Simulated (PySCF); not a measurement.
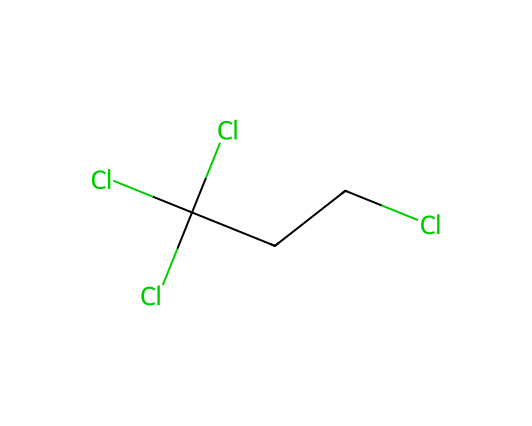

Transcribe the drawing into SMILES.

ClCCC(Cl)(Cl)Cl

Give the formula, hydrogens included.

C3H4Cl4.

An optimisation with GFN2-xTB gave a structure of which point group?

Cs. Other conformers may differ.

The parts below concern this one geometry. Atoms keep their numbers from picture to picture. The geometry was computed by an optimisation with GFN2-xTB. No frequency run is at hand to confirm it as a minimum.

## Shape

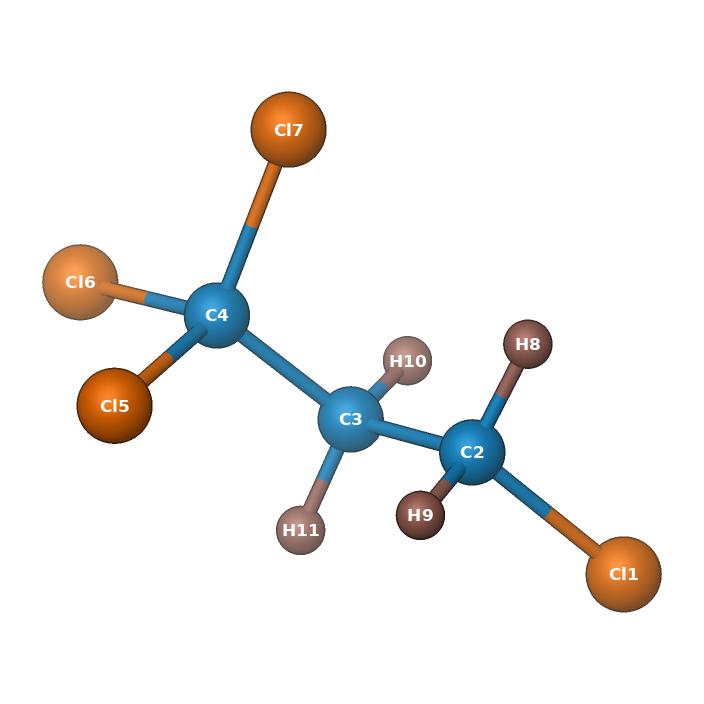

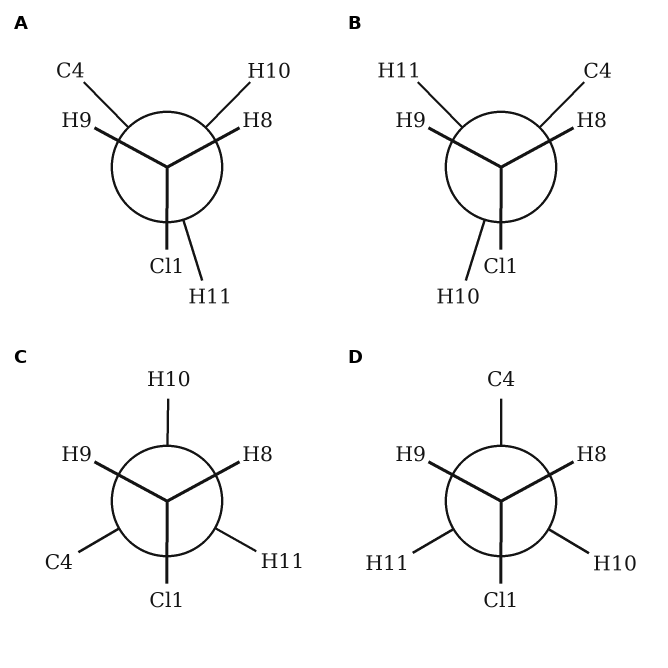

Depth is shown by fading: the farther an atom, the more it takes the colour of the background. Bonds that would overlap in a projection are set slightly apart. No frequency run is at hand to confirm it as a minimum.

Which Newman projection shows the view along C2–C3, with C2 in front?

D. The torsion angle Cl1–C2–C3–C4 is 180°, antiperiplanar (anti).

## NMR shielding

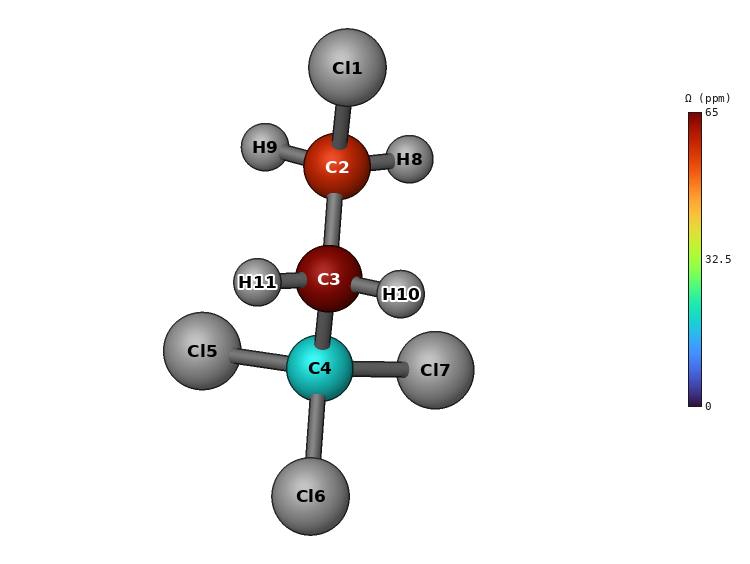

The C atoms are coloured by the span of their shielding tensor. No frequency run is at hand to confirm it as a minimum. Properties computed with GIAO PBE0/pcSseg-1 NMR shielding, non-relativistic, gas phase (PySCF 2.14.0). Principal shieldings σ11 ≤ σ22 ≤ σ33, span Ω = σ33 − σ11, skew κ = 3(σiso − σ22)/Ω.

Which C atom has the most anisotropic shielding?

C3, with a span of 64 ppm.

Give the shielding tensors of the C atoms.

| atom | σ11 | σ22 | σ33 | σiso | Ω | κ |
| --- | --- | --- | --- | --- | --- | --- |
| C2 | 113.7 | 135.6 | 171.8 | 140.4 | 58.1 | 0.25 |
| C3 | 100.0 | 114.1 | 163.8 | 126.0 | 63.9 | 0.56 |
| C4 | 53.2 | 71.5 | 72.4 | 65.7 | 19.2 | −0.91 |

Shieldings and span in ppm.

## Quadrupole coupling

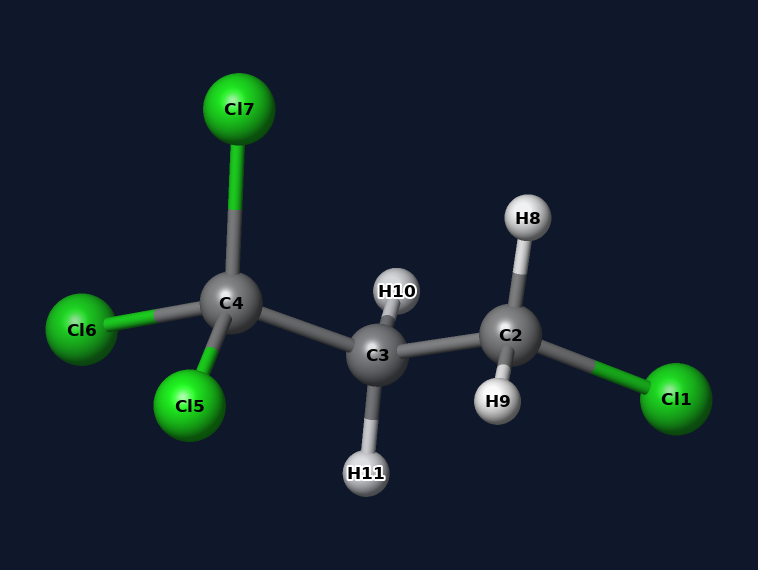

No frequency run is at hand to confirm it as a minimum. Electric field gradients from the ground-state density, PBE0/pcSseg-1 (PySCF 2.14.0), non-relativistic apart from any core potentials.

Give the largest field-gradient component, the quadrupole coupling constant and the asymmetry for 35Cl at Cl1 (Q = −81.7 mb), 35Cl at Cl5 (Q = −81.7 mb), 35Cl at Cl6 (Q = −81.7 mb), 2H at H8 (Q = 2.86 mb), 2H at H10 (Q = 2.86 mb).

| atom | V_zz (a.u.) | e²qQ/h (MHz) | η |
| --- | --- | --- | --- |
| Cl1 | 4.052 | −77.8 | 0.02 |
| Cl5 | 4.274 | −82.0 | 0.01 |
| Cl6 | 4.338 | −83.3 | 0.01 |
| H8 | 0.296 | 0.199 | 0.05 |
| H10 | 0.294 | 0.198 | 0.05 |

## Excitation

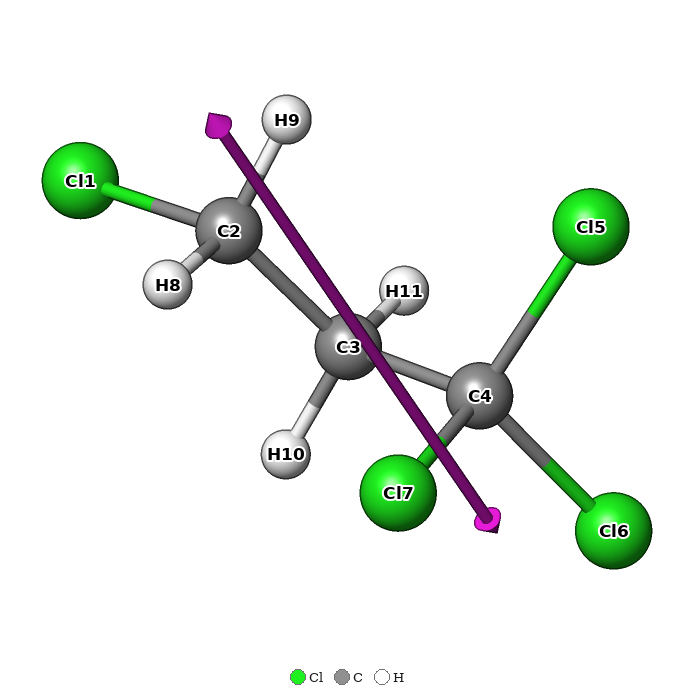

The double arrow shows the direction of the transition dipole to excited singlet state 4 (its length means nothing). No frequency run is at hand to confirm it as a minimum. Level of theory: TDDFT PBE0/def2-SVPD, vertical, gas phase, core orbitals frozen in the response (PySCF 2.14.0).

Where does the transition lie, and how strong is it?

6.82 eV (182 nm), oscillator strength 0.016, mainly HOMO−3 → LUMO (weight 0.65); transition dipole 0.78 D.
